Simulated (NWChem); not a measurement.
# O2 (SMILES O=O) at UBP86/pcseg-3

Aim: the electronic atomisation energy of O2 at UBP86/pcseg-3, from 2 runs. 

Program for the calculation: NWChem 7.3.0.

## 1. Starting point

The species is O2 (2 atoms), meant as a triplet with charge 0. As SMILES, `O=O`. The coordinates come from a PBE0-D4/def2-TZVP relaxation.

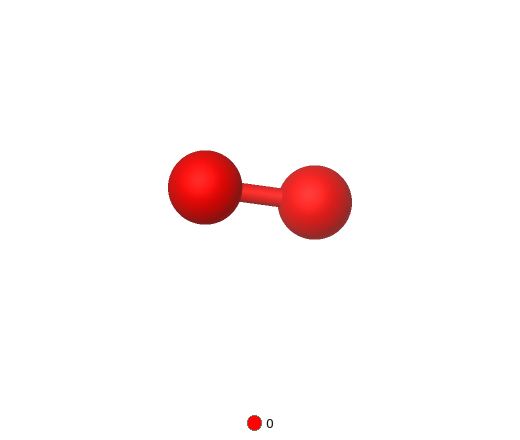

Viewed from a chosen angle; oxygen red.

## 2. A single-point energy at UBP86/pcseg-3

The input, o2.nw:

```
start o2
memory 2200 mb
charge 0

geometry noautosym nocenter noautoz
O        0.509550      -0.164850       0.262450
O       -0.509550       0.164850      -0.262450
end

basis spherical bse
O library pcseg-3
end

dft
xc becke88 perdew86
mult 3
grid fine
convergence energy 1e-08
maxiter 100
mulliken
noprint "final vectors analysis"
end

task dft energy
```

The run is started by

```console
$ nwchem o2.nw > o2.out
```

Output:

```text
[...]
          Wavefunction type:  spin polarized.
          No. of atoms     :     2
          No. of electrons :    16
[...]
          Charge           :     0
          Spin multiplicity:     3
[...]
          AO basis - number of functions:   120
[...]
              XC Information
              --------------
                    Becke 1988 Exchange Functional  1.000
                Perdew 1981 Correlation Functional  1.000 local
                Perdew 1986 Correlation Functional  1.000 non-local
[...]
 d= 0,ls=0.0,diis     1   -150.3582269227 -1.79D+02  2.97D-03  2.82D-01     2.5
[...]
 d= 0,ls=0.0,diis     8   -150.4074293257  9.95D-11  3.27D-08  4.15D-10    17.1
[...]
         Total DFT energy =     -150.407429325678
      One electron energy =     -262.549308977192
           Coulomb energy =      100.804851431750
    Exchange-Corr. energy =      -17.055966897560
 Nuclear repulsion energy =       28.392995117324
[...]
      Total Density - Mulliken Population Analysis
     ---------------------------------------------
    Atom       Charge   Shell Charges
 -----------   ------   -------------------------------------------------------
    1 O    8     8.00   0.91  1.06  0.50  1.05  0.36  1.74  1.44  0.78  0.08  0.00  0.01  0.03  0.03  0.00  0.01  0.00
    2 O    8     8.00   0.91  1.06  0.50  1.05  0.36  1.74  1.44  0.78  0.08  0.00  0.01  0.03  0.03  0.00  0.01  0.00
[...]
      <S2> =      2.0044 (Exact =     2.0000)
[...]
```

Run time: 18 s. Hardware: 1 thread of Intel Xeon 6975P-C (Granite Rapids), shared host; peak memory 0.13 GiB.

## 3. The O atom, same level

The input, o.nw:

```
start o
title "O"
memory 2200 mb

geometry noautosym nocenter noautoz
O        0.000000       0.000000       0.000000
end

basis spherical bse
* library pcseg-3
end

dft
xc becke88 perdew86
mult 3
grid fine
convergence energy 1e-08
maxiter 100
mulliken
noprint "final vectors analysis"
end

task dft energy
```

The run is started by

```console
$ nwchem o.nw > o.out
```

Output:

```text
[...]
          Wavefunction type:  spin polarized.
          No. of atoms     :     1
          No. of electrons :     8
[...]
          Charge           :     0
          Spin multiplicity:     3
[...]
          AO basis - number of functions:    60
[...]
              XC Information
              --------------
                    Becke 1988 Exchange Functional  1.000
                Perdew 1981 Correlation Functional  1.000 local
                Perdew 1986 Correlation Functional  1.000 non-local
[...]
 d= 0,ls=0.0,diis     1    -75.0627188779 -7.51D+01  3.26D-03  1.61D-01     0.3
[...]
 d= 0,ls=0.0,diis     7    -75.0909101969 -1.43D-09  9.29D-08  4.23D-10     1.8
[...]
         Total DFT energy =      -75.090910196881
      One electron energy =     -103.182936844685
           Coulomb energy =       36.548293129863
    Exchange-Corr. energy =       -8.456266482059
 Nuclear repulsion energy =        0.000000000000
[...]
      Total Density - Mulliken Population Analysis
     ---------------------------------------------
    Atom       Charge   Shell Charges
 -----------   ------   -------------------------------------------------------
    1 O    8     8.00   0.91  1.06  0.52  1.10  0.41  1.65  1.33  0.86  0.16  0.00  0.00  0.00  0.00  0.00  0.00  0.00
     --------------------------------------------
      Spin Density - Mulliken Population Analysis
     --------------------------------------------
    Atom       Charge   Shell Charges
 -----------   ------   -------------------------------------------------------
    1 O    8     2.00  -0.00 -0.00  0.02  0.02 -0.04  0.87  0.70  0.39  0.04 -0.00  0.00  0.00  0.00  0.00  0.00 -0.00
[...]
      <S2> =      2.0030 (Exact =     2.0000)
[...]
```

Run time: 2.5 s. Hardware: 1 thread of Intel Xeon 6975P-C (Granite Rapids), shared host; peak memory 0.1 GiB.

## 4. What came out

At UBP86/pcseg-3:

| quantity | value |
| --- | --- |
| molecule: total energy | -150.40743 Eh |
| molecule: dipole moment | 0.00 D |
| molecule: ⟨S²⟩ | 2.004 |
| O atom: total energy | -75.09091 Eh |
| O atom: ⟨S²⟩ | 2.003 |
| electronic atomisation energy | 6.139 eV |

Taking the molecule apart into free atoms costs 6.14 eV (142 kcal/mol), before zero-point energy and without spin-orbit coupling.
